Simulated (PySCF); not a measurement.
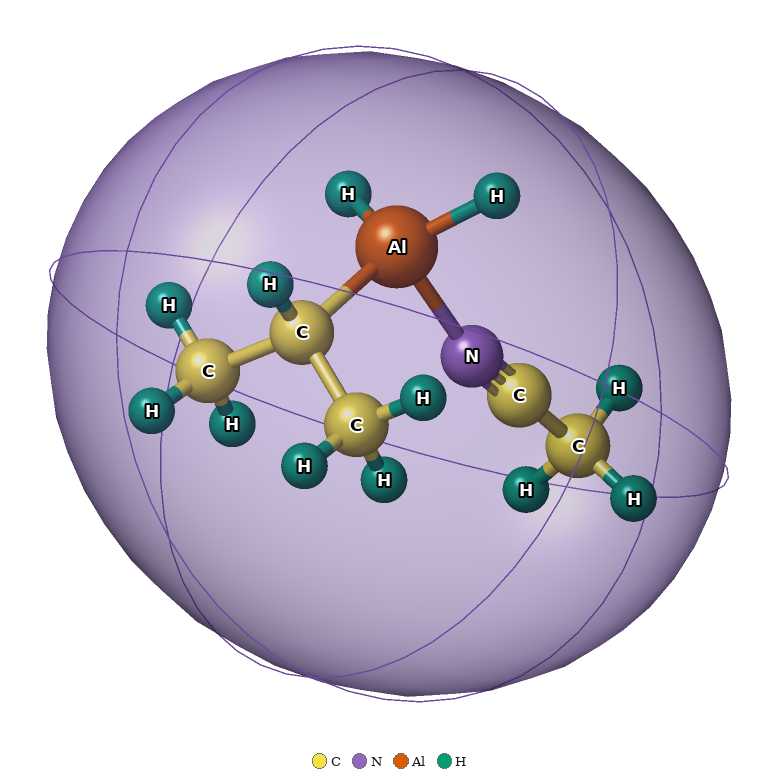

The ellipsoid shows the static dipole polarisability: its half-axes are proportional to the principal values. The computed structure is the end point of a GFN2-xTB optimisation. No frequency run is at hand to confirm it as a minimum. Level of theory: B3LYP/def2-SVPD (PySCF 2.14.0).

Give the principal values, the mean and the anisotropy.

Answer. Principal values 89.6, 95.5, 120.3 bohr³; mean 101.8 bohr³ (15.09 Å³); anisotropy 28.2 bohr³, so the longest axis is 1.34 times the shortest.

The geometry is semi-empirical. Around Al such bond lengths and angles can be off by a tenth of an ångström or more and by several degrees, and values that hang on the shape move with them.
